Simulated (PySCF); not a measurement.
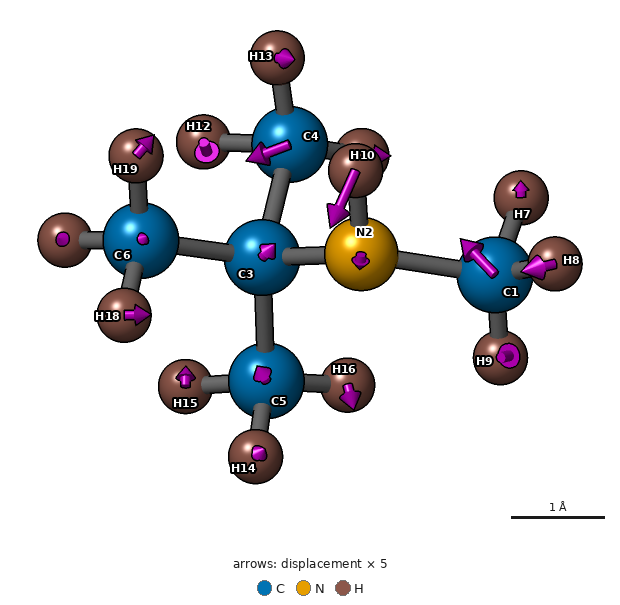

This is a relaxation of C5H13N. The starting structure is drawn; purple arrows show the displacements, 5 times their true length. The two geometries are superimposed by the best rigid fit.

Style: ball-and-stick. Shown at a tilt.

The start comes from MMFF94s. Its atoms were then displaced at random by about 0.03 Å.

Theory: PBE0-D3(BJ)/def2-SVP geometry optimisation, gas phase in PySCF 2.14.0, density-fitted response routines. 

Q: What did the optimiser do to the structure, and how much energy did it gain?

A: An H atom moves most after the best rigid fit: 0.14 Å. By element the largest moves are H 0.14 Å, C 0.12 Å, N 0.04 Å. Some distances before and after: C–H 0.987 → 1.101 Å, C–H 1.012 → 1.101 Å, C–N 1.518 → 1.441 Å, C–H 1.040 → 1.101 Å. Bond angles that change, for instance: H–C–H 118.3° → 108.0°, H–C–H 97.7° → 107.7°, N–C–H 107.1° → 115.8°. Over 8 geometry steps the energy falls by 114.4 kJ/mol.
